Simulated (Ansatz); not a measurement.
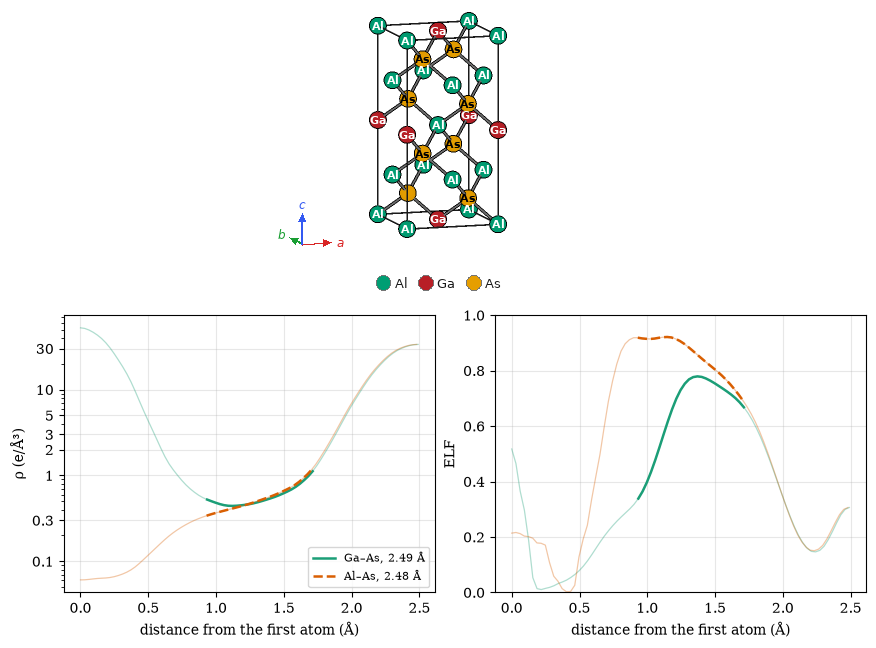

*Al3GaAs4. Valence pseudo-density and ELF along straight lines between neighbouring atoms. Thin, pale parts lie inside the atomic spheres. The structure is drawn too.*

Space group I-42m; a structure generated by program, which may or may not match a known phase.

Method: Ansatz 0.2.0, DFT PBE, scalar-relativistic, plane waves, PAW.

The density is the valence pseudo-density of a PAW calculation; it isn't the true density close to the nuclei.

> Compare the contacts.

Ga–As (2.49 Å): ρ is about 0.46 e/Å³ halfway; the ELF peaks at about 0.80 between the atoms, as expected for a covalent bond.
Al–As (2.48 Å): ρ at the midpoint is about 0.46 e/Å³; the ELF peaks at about 0.90 between the atoms: a covalent bond.
